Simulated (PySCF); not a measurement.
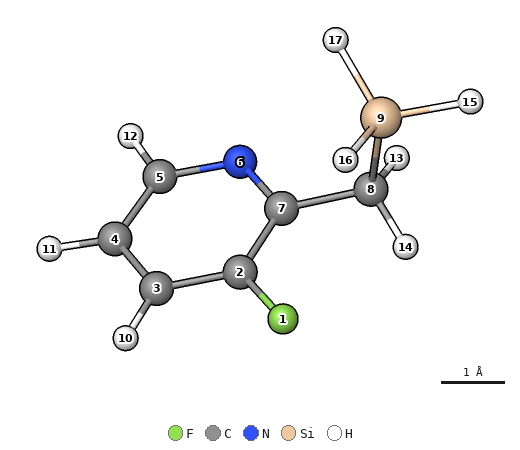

**Figure 1.** The structure (ball-and-stick view, seen at a tilt; atoms are numbered from 1 in the order of the input).

Run report: C6H8FNSi, NMR shielding calculation

The run: NMR shielding calculation of C6H8FNSi, SMILES Fc1cccnc1C[SiH3]. Method and program: GIAO PBE/ANO-RCC-VDZP NMR shielding, non-relativistic, gas phase (PySCF 2.14.0).

The geometry comes from this level: GFN2-xTB. It belongs to a series of runs on one base structure; here: PBE/ANO-RCC-VDZP; guess sap. Figures and captions count atoms from 1; the log counts them from 0 in places.

## Input
```
{"job": {"kind": "nmr", "xc": "PBE", "basis": "ANO-RCC-VDZP", "pop": true, "scf": {"guess": "sap"}}, "charge": 0, "multiplicity": 1}
F     -0.172266    -2.241184    -0.104486
C     -0.723786    -1.004980    -0.097020
C     -2.030464    -0.849401     0.313982
C     -2.556457     0.435002     0.309371
C     -1.738429     1.471961    -0.106660
N     -0.488231     1.306118    -0.502268
C      0.039862     0.089295    -0.512487
C      1.451799    -0.063262    -0.929254
Si     2.588632    -0.072953     0.612482
H     -2.607709    -1.706643     0.625575
H     -3.572594     0.616865     0.620397
H     -2.096884     2.492545    -0.131139
H      1.722041     0.768004    -1.576983
H      1.581267    -0.995787    -1.476870
H      3.963973    -0.239014     0.140707
H      2.208519    -1.187512     1.480478
H      2.423730     1.192976     1.324264
```

The first line tells a small driver script what to run in PySCF; the rest is the geometry in Å.

Hardware: 1 CPU thread, shared host.

Run as:
```bash
OMP_NUM_THREADS=1 python <driver script> task.json out
```

## What the program printed
```
final grid: 144752 points
cycle   1  E = -516.0302792806  dE =  1.521e+02  |g| = 1.101e+01  |ddm| = 9.849e+01
cycle   2  E = -386.5264492832  dE =  1.295e+02  |g| = 1.708e+01  |ddm| = 1.009e+02
cycle   3  E = -638.9483627248  dE = -2.524e+02  |g| = 9.001e+00  |ddm| = 2.197e+01
cycle   4  E = -614.3663184404  dE =  2.458e+01  |g| = 1.109e+01  |ddm| = 1.816e+01
cycle   5  E = -660.2280199207  dE = -4.586e+01  |g| = 6.308e+00  |ddm| = 2.101e+01
cycle   6  E = -660.6655274407  dE = -4.375e-01  |g| = 5.485e+00  |ddm| = 1.969e+01
cycle   7  E = -657.3440570507  dE =  3.321e+00  |g| = 6.286e+00  |ddm| = 1.901e+01
cycle   8  E = -676.4387628697  dE = -1.909e+01  |g| = 1.356e+00  |ddm| = 1.206e+01
cycle   9  E = -676.0176877477  dE =  4.211e-01  |g| = 1.981e+00  |ddm| = 3.163e+00
cycle  10  E = -676.8600984211  dE = -8.424e-01  |g| = 4.442e-01  |ddm| = 2.166e+00
cycle  11  E = -676.8857916504  dE = -2.569e-02  |g| = 3.152e-01  |ddm| = 7.328e-01
cycle  12  E = -676.9081904032  dE = -2.240e-02  |g| = 1.283e-01  |ddm| = 4.201e-01
cycle  13  E = -676.9118167662  dE = -3.626e-03  |g| = 2.479e-02  |ddm| = 1.249e-01
cycle  14  E = -676.9119509765  dE = -1.342e-04  |g| = 1.016e-02  |ddm| = 3.344e-02
cycle  15  E = -676.9119752868  dE = -2.431e-05  |g| = 4.023e-03  |ddm| = 1.428e-02
cycle  16  E = -676.9119790422  dE = -3.755e-06  |g| = 1.660e-03  |ddm| = 6.102e-03
cycle  17  E = -676.9119797714  dE = -7.293e-07  |g| = 3.330e-04  |ddm| = 1.981e-03
cycle  18  E = -676.9119797892  dE = -1.780e-08  |g| = 2.183e-04  |ddm| = 5.179e-04
cycle  19  E = -676.9119798010  dE = -1.173e-08  |g| = 5.186e-05  |ddm| = 2.478e-04
cycle  20  E = -676.9119798015  dE = -4.845e-10  |g| = 2.868e-05  |ddm| = 6.483e-05
converged SCF energy = -676.9119798015

GIAO shielding tensors (ppm)
atom      isotropic    diamagn.    paramagn.     s11        s22        s33       span
  0 F      293.827     473.951    -180.124    243.112    267.868    370.501    127.390
  1 C       25.354     257.420    -232.066    -46.070     38.549     83.582    129.652
  2 C       67.734     254.234    -186.500    -14.062     44.796    172.468    186.530
  3 C       67.699     252.344    -184.645    -29.585     63.110    169.572    199.158
  4 C       44.128     252.483    -208.355    -54.759     39.448    147.695    202.454
  5 N      -74.124     327.790    -401.914   -344.573   -137.243    259.444    604.017
  6 C       37.582     256.940    -219.358    -30.837      4.297    139.285    170.122
  7 C      165.382     243.694     -78.312    150.891    158.495    186.759     35.868
  8 Si     467.214     889.304    -422.090    427.426    452.947    521.269     93.843
  9 H       24.236      31.512      -7.277     21.734     23.623     27.350      5.617
 10 H       24.419      29.761      -5.342     21.998     23.934     27.326      5.328
 11 H       23.058      30.955      -7.896     19.556     23.142     26.478      6.921
 12 H       29.177      30.843      -1.666     25.465     27.281     34.784      9.319
 13 H       28.669      31.337      -2.668     24.499     28.803     32.703      8.205
 14 H       27.359      28.568      -1.208     24.496     24.629     32.953      8.457
 15 H       27.655      31.630      -3.975     23.623     27.586     31.755      8.133
 16 H       27.807      31.239      -3.432     24.289     26.720     32.411      8.122
```

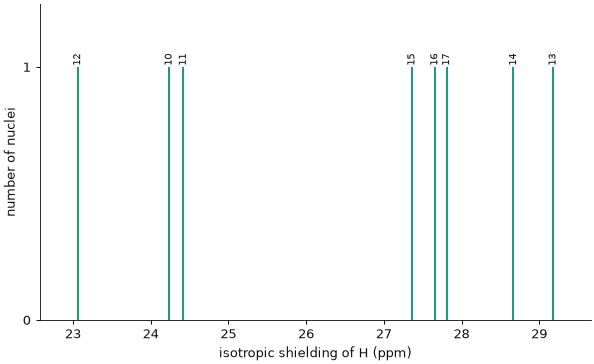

**Figure 2.** Isotropic shieldings of the hydrogen nuclei in this fixed geometry, labelled by atom number; shielding grows to the right, so chemical shift grows to the left. The least shielded is H12 (23.1 ppm), the most shielded H13 (29.2 ppm).

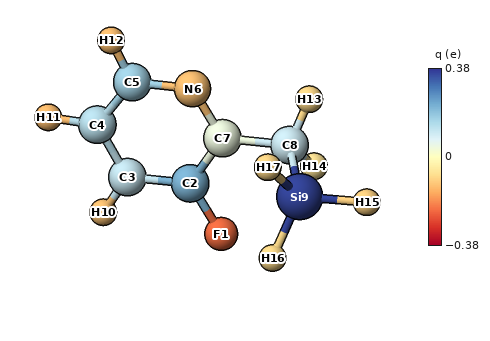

**Figure 3.** Mulliken charges, as the colour of each atom (ball-and-stick view, seen at a tilt; atoms are numbered from 1 in the order of the input). By element: F −0.22, C +0.04 to +0.21, N −0.12, Si +0.36 and H −0.12 to −0.07 e.

## Results in brief

| quantity | value |
| --- | --- |
| outcome | converged |
| total energy | −676.911980 hartree |
| HOMO | −5.90 eV |
| LUMO | −1.69 eV |
| dipole moment | 1.33 D |
| isotropic shielding, F | 293.8 ppm |
| isotropic shielding, C | 25.4 to 165.4 ppm |
| isotropic shielding, N | −74.1 ppm |
| isotropic shielding, Si | 467.2 ppm |
| isotropic shielding, H | 23.1 to 29.2 ppm |
| wall time | 9 min |
| peak memory | 0.72 GiB |

## Notes

Settings chosen away from the usual ones: PBE/ANO-RCC-VDZP; guess sap.
